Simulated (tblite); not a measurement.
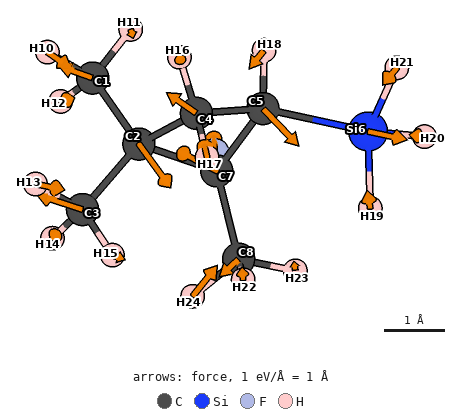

Starting geometry of C7H15FSi with the computed forces as orange arrows. The picture is a ball-and-stick view, seen at a tilt.

Computed with GFN2-xTB geometry optimisation, gas phase (tblite). 

> What follows when this structure is relaxed?

It isn't relaxed: the largest force vector, on a C atom, is 1.48 eV/Å. The final displacements have little in common with the starting forces (cosine between the two patterns 0.17). An H atom moves most after the best rigid fit: 0.36 Å. By element the largest moves are H 0.36 Å, F 0.18 Å, Si 0.17 Å, C 0.14 Å. Among the contacts that change: C–F 1.353 → 1.392 Å, C–C 1.592 → 1.555 Å, H–Si 1.494 → 1.464 Å, C–H 1.111 → 1.088 Å. Among the angles between lasting bonds that change: C–C–C 112.6° → 115.9°, C–C–C 86.6° → 89.6°, C–C–H 110.6° → 107.7°. After 73 geometry steps the energy has fallen by 21.3 kJ/mol. Cost: 1.1 s on 1 thread of Arm Neoverse N1, with other jobs on the host.
